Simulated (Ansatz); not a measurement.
**SiF2 (SMILES F[Si]F) at SVWN5/STO-3G**

Aim: the energy change on altering one bond length of SiF2 at SVWN5/STO-3G, from 2 runs. 

The calculation is run with Ansatz 0.2.0.

41 further runs of the same task are left out: 3 that didn't finish, 38 set aside as unsound or not needed.

### 1 The structure to begin with

SiF2 has 3 atoms, charge 0, and is taken as a singlet. As SMILES, `F[Si]F`. The shape is that of a PBE0-D4/def2-TZVP optimisation.

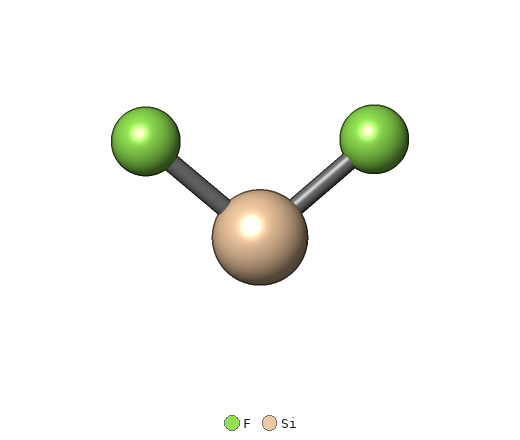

The structure, seen from a chosen angle (fluorine green, silicon light orange).

### 2 The energy at SVWN5/STO-3G

Contents of in.yaml:

```yaml
crystal:
  periodic: [false, false, false]
  atoms:
    - {symbol: F, position_ang: [0.166300, 1.246800, 0.229400]}
    - {symbol: Si, position_ang: [-0.594900, -0.046400, -0.330100]}
    - {symbol: F, position_ang: [0.428600, -1.200400, 0.100700]}
basis:
  gaussian:
    orbitals: STO-3G
hamiltonian:
  xc: {name: SVWN5}
accuracy: high
```

The run is started by

```console
$ ansatz run in.yaml --threads 1 --pin off --max-ram 2610MiB --events-out events.jsonl --progress --plain --runs-dir runs
```

The log of the run:

```text
Warning: RAYON_NUM_THREADS=1 ignored (pool sized by the plan → 1); use --threads N
Functional definition: SVWN5
  name "SVWN5"
  exchange = slater_x
  correlation = vwn5_c
337 factors; integrals over basis functions are off by at most 2.4e-8 eV
mean field evaluation 1: about -13072.6518 eV, gradient 1.6e1 eV
mean field evaluation 2: about -13069.1351 eV, gradient 3.7e1 eV
mean field evaluation 4: about -13073.6957 eV, gradient 3.2e-1 eV
mean field evaluation 8: about -13073.6823 eV, gradient 3.2e-3 eV
mean field evaluation 16: about -13073.6823 eV, gradient 4.3e-9 eV
mean field -13073.68232858 eV, -480.4489639153 hartree, gradient 5.6e-9 eV, S^2 0.000000; 0 other end points of the search recorded, 0 dependent functions left out
reference -13073.68232979 eV, -480.4489639597 hartree; 16, 16 occupied and 3, 3 virtual orbitals, 337 factors
Total energy: -13073.68232979 eV, -480.4489639597 hartree
```

Run time: 0.58 s. Hardware: 1 thread of Arm Neoverse V1, shared host.

### 3 The distorted shape, same level

Contents of molecule.yaml:

```yaml
crystal:
  periodic: [false, false, false]
  atoms:
    - symbol: F
      position_ang: [-0.089577, 1.535303, 0.121699]
    - symbol: Si
      position_ang: [-0.850777, 0.242103, -0.437801]
    - symbol: F
      position_ang: [0.428600, -1.200400, 0.100700]
basis:
  gaussian:
    orbitals: STO-3G
hamiltonian:
  xc: {name: SVWN5}
accuracy: high
```

The run is started by

```console
$ ansatz run molecule.yaml --threads 1 --pin off --max-ram 2610MiB --events-out events.jsonl --progress --plain --runs-dir runs
```

The log of the run:

```text
Warning: RAYON_NUM_THREADS=1 ignored (pool sized by the plan → 1); use --threads N
[... 4 set-up lines as earlier in the session ...]
328 factors; integrals over basis functions are off by at most 2.6e-8 eV
mean field evaluation 1: about -13069.7602 eV, gradient 2.2e1 eV
mean field evaluation 2: about -12921.4463 eV, gradient 2.2e2 eV
mean field evaluation 4: about -13069.5376 eV, gradient 3.1e1 eV
mean field evaluation 8: about -13072.4506 eV, gradient 2.1e-2 eV
mean field evaluation 16: about -13072.4225 eV, gradient 2.4e-8 eV
mean field -13072.42251902 eV, -480.4026667678 hartree, gradient 2.4e-8 eV, S^2 0.000000; 0 other end points of the search recorded, 0 dependent functions left out
reference -13072.42252021 eV, -480.4026668116 hartree; 16, 16 occupied and 3, 3 virtual orbitals, 328 factors
Total energy: -13072.42252021 eV, -480.4026668116 hartree
```

Wall time 0.62 s (1 thread of Arm Neoverse V1, shared host).

### 4 What came out

Level: SVWN5/STO-3G.

| quantity | value |
| --- | --- |
| first shape: total energy | -480.44896 Eh |
| distorted shape: total energy | -480.40267 Eh |
| energy change with the Si2–F3 bond stretched from 1.602 to 2.002 Å | 1.260 eV |

In words: With the Si2–F3 bond stretched from 1.602 to 2.002 Å the energy rises by 1.26 eV (29 kcal/mol). The first shape isn't relaxed at this level, so the change isn't measured from a minimum. The minimal basis adds a large error of its own.
